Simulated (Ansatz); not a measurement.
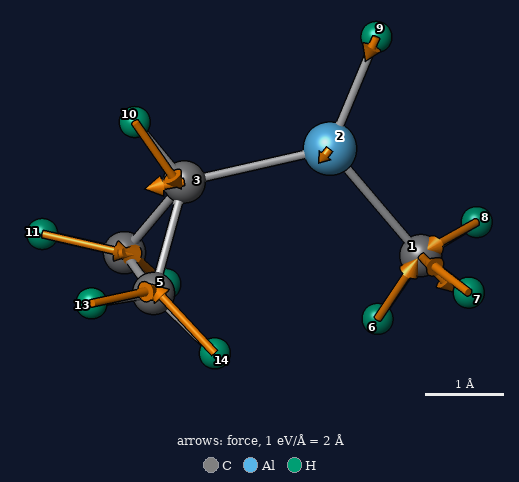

Starting geometry of C4H9Al with the computed forces as orange arrows. The picture is a ball-and-stick view, seen from a free direction.

The start comes from PBE-D4/def2-SVP.

Level of theory: RKS PBE0-D4/def2-TZVP (Ansatz). Set-up: force threshold 0.005 eV/Å; at most 150 steps.

Is this structure relaxed? If not, where do the atoms go?

Answer. It isn't relaxed: the largest force vector, on H atoms, is 0.62 eV/Å. The final displacements have little in common with the starting forces (cosine between the two patterns 0.19). Over 16 accepted moves (20 points after the start) the energy falls by 1.35 kcal/mol. The largest force component goes from 0.59 to 0.0031 eV/Å. The line search rejected the trial steps at points 4, 5, 7, 18 of the run. The forces were under the threshold at step 6, but the run went on from there. The largest move after the best rigid fit is that of an H atom, 0.33 Å. Largest moves by element: H 0.33 Å, Al 0.07 Å, C 0.05 Å. Near-neighbour distances that change, for instance: Al–C 1.951 → 1.932 Å, C–H 1.102 → 1.084 Å, C–H 1.113 → 1.095 Å, Al–C 1.970 → 1.955 Å. The run took 80 s on 4 threads of Arm Neoverse V1, on a shared host.
